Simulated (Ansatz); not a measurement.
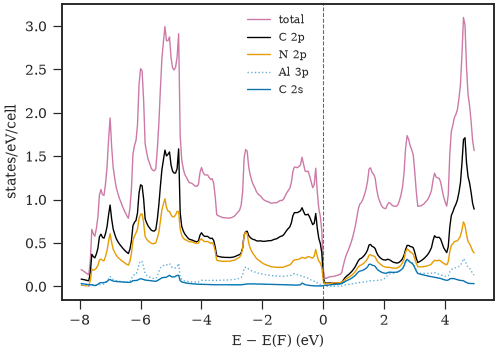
Total and projected density of states of AlC2N in space group R3m (No. 160; Al on 3a, N on 3a, C on 3a, C on 3a), plane-wave PAW PBE (Ansatz code)

Which orbitals carry the states next to the Fermi level?

Within 0.5 eV of the Fermi level: C 2p 59 %, N 2p 30 %. Projections are on Löwdin-orthogonalised atomic valence shells; empty p or d shells of many metals are not among them.

Where is the tallest occupied peak in this window, and what makes it?

Near -5.2 eV, about 3.0 states/eV per cell; the largest projected share is C 2p.

The start of the workflow was typed in or built on a structure type; neither database checked (COD, Materials Project) lists it. Its standing as an ambient phase is unchecked. The cell was relaxed with PBE under the symmetry of its start; its stability against distortions is not shown here. Its formation energy is positive at this level, so the cell may be metastable or incomplete.

Potentials: the earlier of the program's two PAW sets.
